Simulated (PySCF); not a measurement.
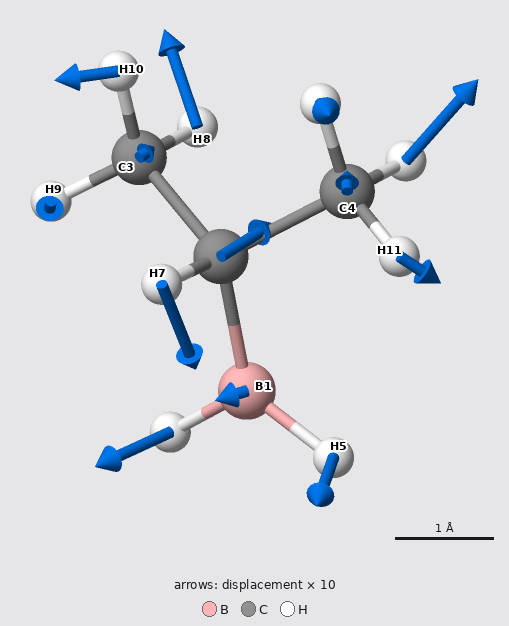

This is a relaxation of C3H9B. The starting structure is drawn; blue arrows show the displacements, 10 times their true length. The two geometries are superimposed by the best rigid fit.

The picture is a ball-and-stick view, seen at a tilt.

The start comes from GFN2-xTB. Its atoms were then displaced at random by about 0.01 Å.

Level of theory: PBE0-D3(BJ)/def2-SVP geometry optimisation, gas phase in PySCF. 

What happened in the run?

Answer. Over 6 geometry steps the energy falls by 0.205 eV. An H atom moves most after the best rigid fit: 0.13 Å. Largest moves by element: H 0.13 Å, C 0.09 Å, B 0.04 Å. Near-neighbour distances that change, for instance: B–H 1.155 → 1.212 Å, C–H 1.044 → 1.100 Å, C–H 1.064 → 1.100 Å, C–C 1.559 → 1.526 Å. Bond angles that change, for instance: B–C–H 102.6° → 91.9°, B–C–C 113.3° → 117.1°, C–C–H 106.8° → 110.5°.
